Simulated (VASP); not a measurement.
Band structure of CuI (zinc blende). Method: MS2 meta-GGA, VASP's PBE PAW potentials (set 64) (plane waves; VASP 6.6.1).

Unless said otherwise, spin-orbit coupling is left out, though it shifts the bands of the heavy elements here.

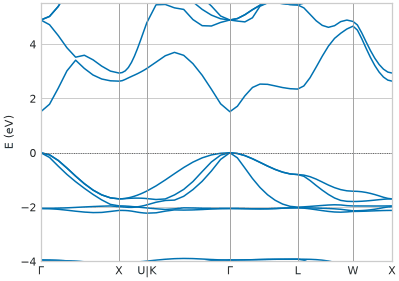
Fig. 1. Bands along high-symmetry lines, zero at the valence-band maximum or, without a gap, the Fermi level

**Question.** Read the plot: is there a gap, and where are the band edges?

**Answer.** The gap is direct, 1.51 eV, from the valence maximum at Γ to the conduction minimum at Γ.

Measured: gap 3.12 eV (computed value off by -1.61 eV), as given by Abedi et al., (2022), arXiv:2211.14644.

The compound is CuI in the zinc blende structure. It was relaxed first.
